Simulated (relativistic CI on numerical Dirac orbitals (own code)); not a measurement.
```
atom Yb  Z=70  charge=3  electrons=67
nucleus A=174  rms_radius_fm=5.3108
hamiltonian dirac-coulomb  breit=on  qed=on  c_scale=1
orbitals kli  potential=per-configuration
slater_scale 0.8
correlation none
mixing on
configurations
  [Xe] 4f13
  [Kr] 4d9 4f14 5s2 5p6
end
absorption N4,5 T=80 lorentz=0.5 gauss=0.2
crystal_field D3d B20=950 B40=-1780 B43=330 B60=720 B63=470 B66=-690
```

Multiplet model: relativistic Dirac–Coulomb–Breit theory, one configuration a step, Slater integrals scaled by 0.8, 80 K, Voigt broadening (Lorentzian 0.5 eV, Gaussian 0.2 eV full widths), computed with a radial Dirac CI code.

The N₄,₅ X-ray absorption spectrum that results, with the strongest transitions as sticks:

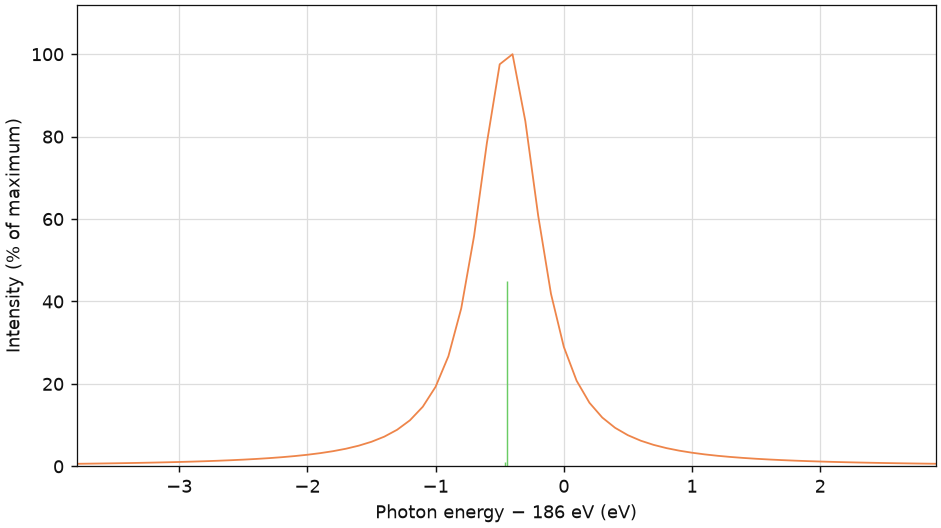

The main maxima lie at 185.6 eV (100), heights in % of the largest; the centroid is at 185.6 eV. The ground state has S = 0.50.

Limits of the model: free-ion energies, so absolute edge positions are off by a few eV from solids; core and valence shell share one n, so the strongest features autoionise and are far broader and can lie several eV off in experiment.
